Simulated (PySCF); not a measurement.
# AlH2Cl (SMILES [H][Al]([H])[Cl]) at MP2/STO-3G

What is the vertical singlet–triplet gap of AlH2Cl at MP2/STO-3G? 

The results are computed with PySCF 2.14.0.

7 further runs of the same task are left out: 7 set aside as unsound or not needed.

## Step 1: The structure to begin with

AlH2Cl has 4 atoms, charge 0, and is taken as a singlet. As SMILES, `[H][Al]([H])[Cl]`. The shape comes from GFN2-xTB, which is rough for such elements, and wasn't checked as a minimum.

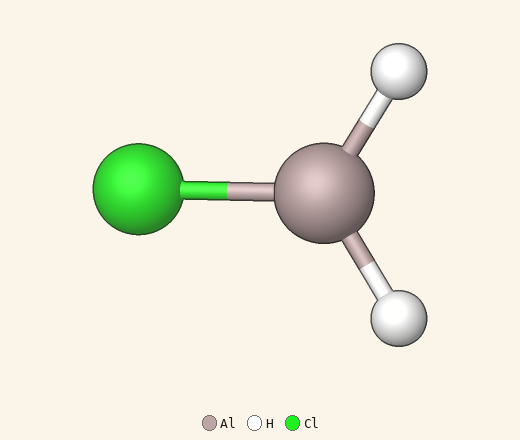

The structure, seen from a chosen angle (aluminium light grey, hydrogen white, chlorine green).

## Step 2: The energy at MP2/STO-3G

Input file input.py:

```python
from pyscf import gto, scf, mp

mol = gto.M(
    atom='Al 0.049780 0.082930 -0.002200; H 1.587020 0.109500 0.013310; H -0.651090 1.451440 -0.019500; Cl -0.985710 -1.643880 0.008400',
    basis='sto-3g',
    verbose=3,
    max_memory=1860,
)

myscf = scf.RHF(mol)
myscf.conv_tol = 1e-10
myscf.kernel()
if not myscf.converged:
    myscf = myscf.newton().run(myscf.mo_coeff, myscf.mo_occ)

pt = mp.MP2(myscf, frozen=10).run()
e_tot = pt.e_tot
print(f'total energy: {e_tot:.8f} hartree')
```

Started as:

```bash
$ OMP_NUM_THREADS=1 python input.py
```

The log of the run:

```text
converged SCF energy = -694.830607383862
E(RMP2) = -694.862894265152  E_corr = -0.0322868812899295
E(SCS-RMP2) = -694.867613784958  E_corr = -0.0370064010956685
total energy: -694.86289427 hartree
```

It took 1 s on 1 thread of Arm Neoverse N1, shared host; peak memory 0.12 GiB.

## Step 3: The triplet

Input file calc.py:

```python
from pyscf import gto, mp

system = gto.M(
    atom=[
    ('Al', (0.049780, 0.082930, -0.002200)),
    ('H', (1.587020, 0.109500, 0.013310)),
    ('H', (-0.651090, 1.451440, -0.019500)),
    ('Cl', (-0.985710, -1.643880, 0.008400)),
],
    basis='sto-3g',
    charge=0,
    verbose=4,
    max_memory=1860,
    spin=2,
)

mf = system.UHF()
mf.conv_tol = 1e-10
mf.kernel()
if not mf.converged:
    mf = mf.newton().run(mf.mo_coeff, mf.mo_occ)

pt = mp.MP2(mf, frozen=10).run()
e_final = pt.e_tot
print(f'total energy: {e_final:.8f} hartree')
```

Started as:

```bash
$ OMP_NUM_THREADS=1 python calc.py
```

The log of the run:

```text
PySCF version 2.14.0

[INPUT] num. atoms = 4
[INPUT] num. electrons = 32
[INPUT] charge = 0
[INPUT] spin (= nelec alpha-beta = 2S) = 2
[INPUT] symmetry False subgroup None
[INPUT] Mole.unit = angstrom
[INPUT] Symbol           X                Y                Z      unit          X                Y                Z       unit  Magmom
[INPUT]  1 Al     0.049780000000   0.082930000000  -0.002200000000 AA    0.094070566481   0.156714987510  -0.004157397474 Bohr   0.0
[INPUT]  2 H      1.587020000000   0.109500000000   0.013310000000 AA    2.999033154207   0.206925010640   0.025152254718 Bohr   0.0
[INPUT]  3 H     -0.651090000000   1.451440000000  -0.019500000000 AA   -1.230381782443   2.742824086239  -0.036849659429 Bohr   0.0
[INPUT]  4 Cl    -0.985710000000  -1.643880000000   0.008400000000 AA   -1.862721938245  -3.106482981650   0.015873699446 Bohr   0.0

nuclear repulsion = 73.0114493092243
number of shells = 12
number of NR pGTOs = 60
number of NR cGTOs = 20
basis = sto-3g
ecp = {}

[... 20 lines left out ...]
WARN: HOMO 0.201673355165907 >= LUMO -0.327307239182949
[... 5 lines left out ...]
WARN: HOMO -0.0485030908244493 >= LUMO -0.0589785409586746
[... 50 lines left out ...]
converged SCF energy = -694.518164359025  <S^2> = 2.0362683  2S+1 = 3.0240822
[... 1 line left out ...]
******** <class 'pyscf.mp.ump2.UMP2'> ********
nocc = (np.int64(7), np.int64(5)), nmo = (10, 10)
frozen orbitals 10
E(UMP2) = -694.546125705059  E_corr = -0.0279613460332447
E(SCS-UMP2) = -694.549802292685  E_corr = -0.031637933659956
E_corr(same-spin) = -0.00221040182300497
E_corr(oppo-spin) = -0.0257509442102398
total energy: -694.54612571 hartree
```

Wall time 1.1 s (1 thread of Arm Neoverse N1, shared host); peak memory 0.12 GiB.

## Step 4: Results

At MP2/STO-3G, 10 core orbitals frozen:

```
                                                           quantity          value
                                              singlet: total energy  -694.86289 Eh
                      singlet: dipole moment (Hartree–Fock density)         2.31 D
                       singlet: HOMO energy (Hartree–Fock orbitals)       -9.39 eV
                       singlet: LUMO energy (Hartree–Fock orbitals)        7.94 eV
                     singlet: HOMO–LUMO gap (Hartree–Fock orbitals)       17.34 eV
              singlet: correlation energy (10 core orbitals frozen)      -32.3 mEh
                                              triplet: total energy  -694.54613 Eh
                      triplet: dipole moment (Hartree–Fock density)         4.21 D
triplet: HOMO energy (Hartree–Fock orbitals) (highest over α and β)       -1.21 eV
 triplet: LUMO energy (Hartree–Fock orbitals) (lowest over α and β)       -0.52 eV
              triplet: correlation energy (10 core orbitals frozen)      -28.0 mEh
                         triplet: ⟨S²⟩ of the reference determinant          2.036
                   vertical energy of the triplet above the singlet       8.620 eV
```

At this shape the triplet lies 8.62 eV (832 kJ/mol) above the singlet. In a minimal basis such a difference can be off by several eV, whatever the method.
